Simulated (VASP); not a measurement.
Band structure of Tc (hcp). Computed with PBE GGA with D3 dispersion (Becke-Johnson damping), VASP's PBE PAW potentials (set 64) (plane waves; VASP 6.6.1).

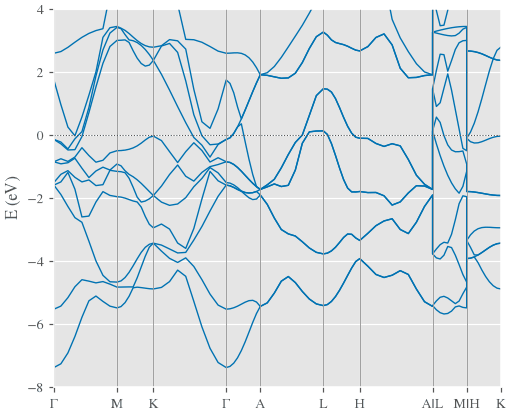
Figure: Bands along high-symmetry lines, zero at the valence-band maximum or, without a gap, the Fermi level

**Question.** Read the plot: is there a gap, and where are the band edges?

**Answer.** It has no gap at this level: it comes out as a metal or semimetal. (Edges off the drawn lines would not show.)

The compound is Tc in the hcp structure. It was relaxed first.
